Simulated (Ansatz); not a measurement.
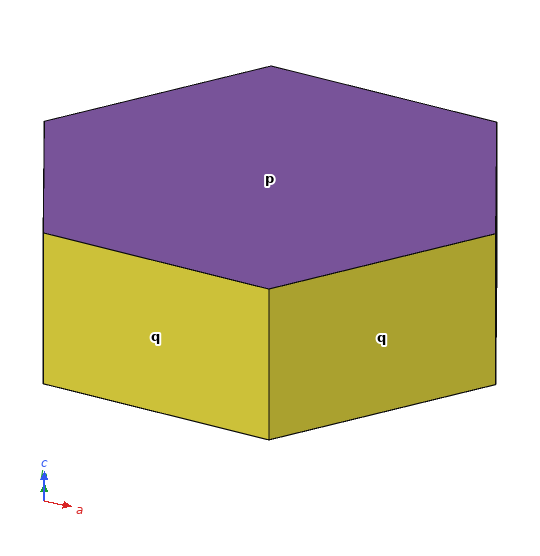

The shape was computed with the Donnay–Harker form of the Bravais–Friedel law: planes with larger spacing d grow more slowly and so show as larger faces; centring, glide planes and screw axes halve or divide d. Faces of one form share a colour. Cell of Pt2Se3: space group P-3m1 (No. 164), a = 3.762 Å, b = 3.762 Å, c = 8.836 Å, α = 90.00°, β = 90.00°, γ = 120.00°. Origin: the end point of a relaxation with DFT PBE, scalar-relativistic, plane waves, PAW (Ansatz 0.2.0); the starting structure was generated, so it need not be a known form of this composition. Forms under 0.4 % of the area are left out.

> Give the Miller indices of each colour.

purple (p): {001} (d = 8.84 Å, 58 % of the area); yellow (q): {100} (d = 3.26 Å, 42 % of the area).
